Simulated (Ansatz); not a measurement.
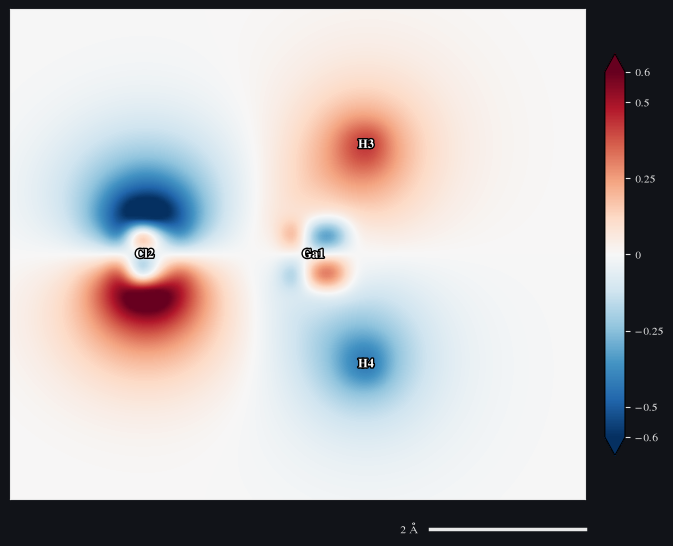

ClGaH₂. The HOMO on the molecular plane (values in Å⁻³ᐟ²; the overall sign is arbitrary).

Level of theory: RKS B3LYP/def2-SVP (Ansatz 0.2.0).

```xyz
4

Ga    0.0000    0.0000   -0.0421
Cl    0.0000    0.0000    2.1284
H     1.4129    0.0000   -0.7082
H    -1.4129    0.0000   -0.7082
```

Describe this orbital and give its energy.

Its weight (Hirshfeld) is mainly on Cl2 (about 65 %), Ga1 (about 15 %), H3 (about 10 %) and H4 (about 10 %); it is symmetric in the molecular plane (an in-plane orbital: σ, lone-pair or in-plane π type). Its energy is −8.02 eV.
